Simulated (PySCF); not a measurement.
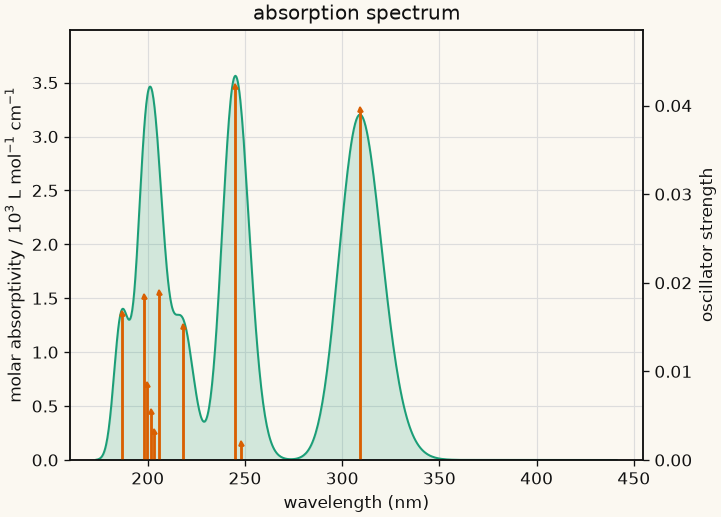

Vertical TDDFT excitations, LDA/def2-SVPD with PySCF 2.14.0, at a PBE0-D3(BJ)/def2-SVP geometry (no frequency check), gas phase. The lowest 10 singlet states are shown; each is broadened by a Gaussian of 1/e half-width 0.20 eV. Sticks give oscillator strengths (right axis).

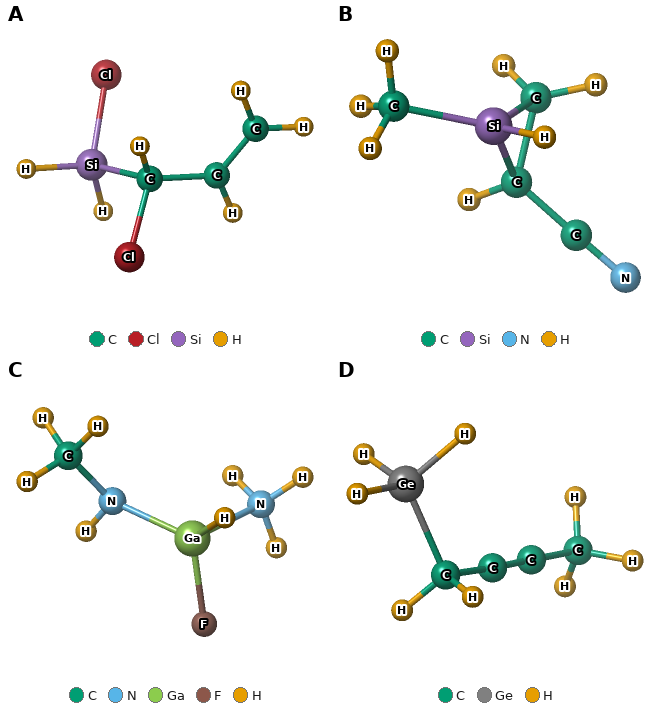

Which molecule gives this spectrum? Choose among the lettered structures.

Structure C, CH₈FGaN₂, SMILES C[NH][Ga@H-]([NH3+])[F], singlet. Its lowest singlet lies at 4.01 eV (f = 0.040) and the brightest of those computed is S3 at 5.06 eV (245 nm), f = 0.042, mainly HOMO → LUMO+1 (95 %).

Known limits of this run: states above the negative HOMO energy depend on the basis; one conformer of a flexible molecule; core orbitals are frozen in the response.
